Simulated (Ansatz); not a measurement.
A computed series for WSi2: pressure series

Consider WSi2 (space group I4/mmm, No. 139).

```
WSi2
1.0
   -1.61472     1.61472     3.93387
    1.61472    -1.61472     3.93387
    1.61472     1.61472    -3.93387
W Si
1 2
Direct
  0.00000   0.00000   0.00000
  0.33458   0.33458   0.00000
  0.66542   0.66542   0.00000
```

Cell and atoms are relaxed at each pressure.

The values are results of PBE (Ansatz, a quantum-chemistry and plane-wave program, PAW, no spin-orbit coupling), earlier PAW set, not measurements.

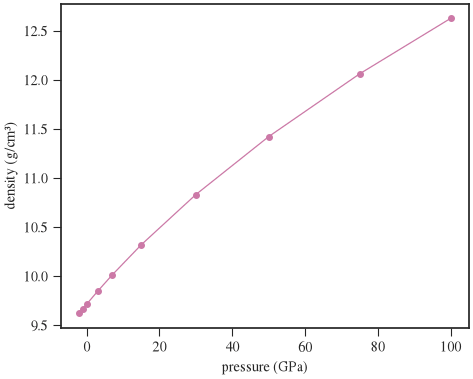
*Density against pressure*

| pressure (GPa) | density |
|---|---|
| -2 | 9.62 g/cm³ |
| -1 | 9.67 g/cm³ |
| 3 | 9.85 g/cm³ |
| 7 | 10.01 g/cm³ |
| 15 | 10.32 g/cm³ |
| 30 | 10.83 g/cm³ |
| 50 | 11.42 g/cm³ |
| 75 | 12.06 g/cm³ |
| 100 | 12.63 g/cm³ |

Load acts through the strain it causes; cell and atoms are relaxed under it. Stability against distortions was not tested. Competing high-pressure phases were not computed. All final runs are without spin polarisation.
